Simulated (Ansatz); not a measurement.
**Hypothetical zinc blende PbS: pressure series**

Consider PbS in the zinc blende structure (space group F-43m, No. 216; a = 6.648 Å; a hypothetical phase, not in the database extracts checked).

Cell and atoms are relaxed at each pressure.

Levels (all Ansatz, a first-principles code, PAW): PBE (420 eV, without spin-orbit coupling); PBEsol (420 eV, scalar-relativistic without spin-orbit coupling).

The base cell above is that of PBE; each level relaxes its own structures.

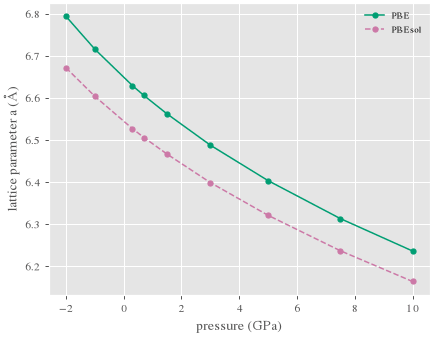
Figure. Lattice parameter a under two levels

Q: How do the two levels compare along the series?

A: PBE lies above PBEsol in every row, by 0.072 Å to 0.122 Å. They put the cases in the same order.

Load acts through the strain it causes; cell and atoms are relaxed under it. Whether these cells are dynamically stable was not tested. No other phases were tried under pressure. All final runs are without spin polarisation.
